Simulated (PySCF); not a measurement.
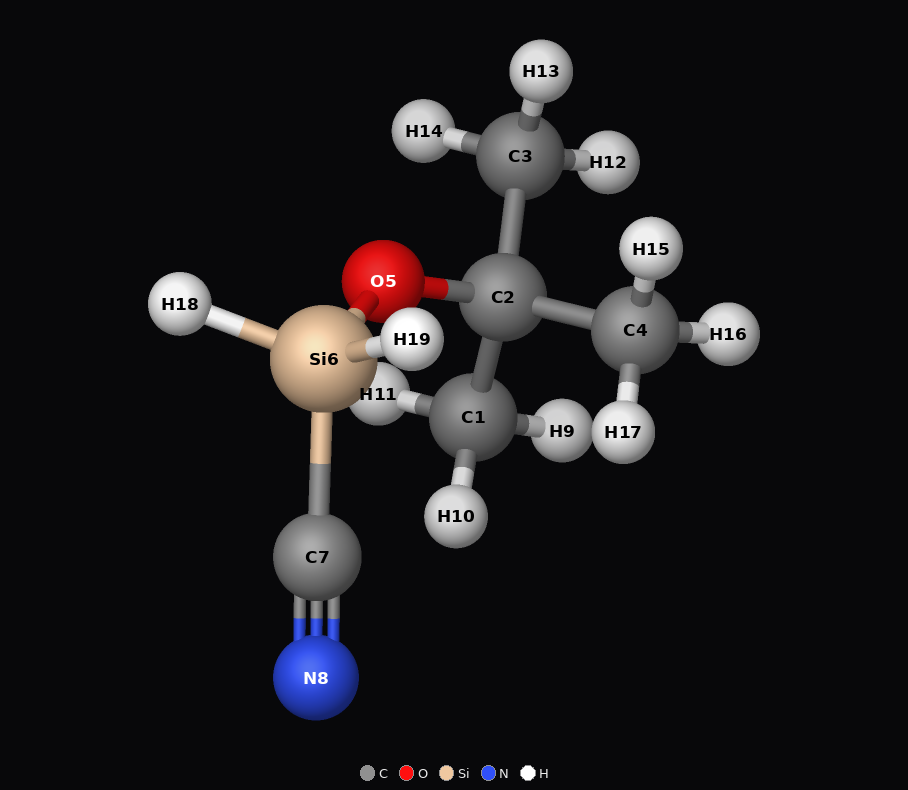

The computed structure is the end point of a GFN2-xTB optimisation. No frequency run is at hand to confirm it as a minimum. Electric field gradients from the ground-state density, PBE0/pcSseg-1 (PySCF 2.14.0), non-relativistic apart from any core potentials.

Give the largest field-gradient component, the quadrupole coupling constant and the asymmetry for 17O at O5 (Q = −25.6 mb), 14N at N8 (Q = 20.44 mb), 2H at H9 (Q = 2.86 mb), 2H at H10 (Q = 2.86 mb).

```csv
atom,V_zz (a.u.),e²qQ/h (MHz),η
O5,1.649,−9.92,0.31
N8,−1.165,−5.60,0.06
H9,0.317,0.213,0.03
H10,0.308,0.207,0.03
```

The geometry is semi-empirical. Around Si such bond lengths and angles can be off by a tenth of an ångström or more and by several degrees, and values that hang on the shape move with them.
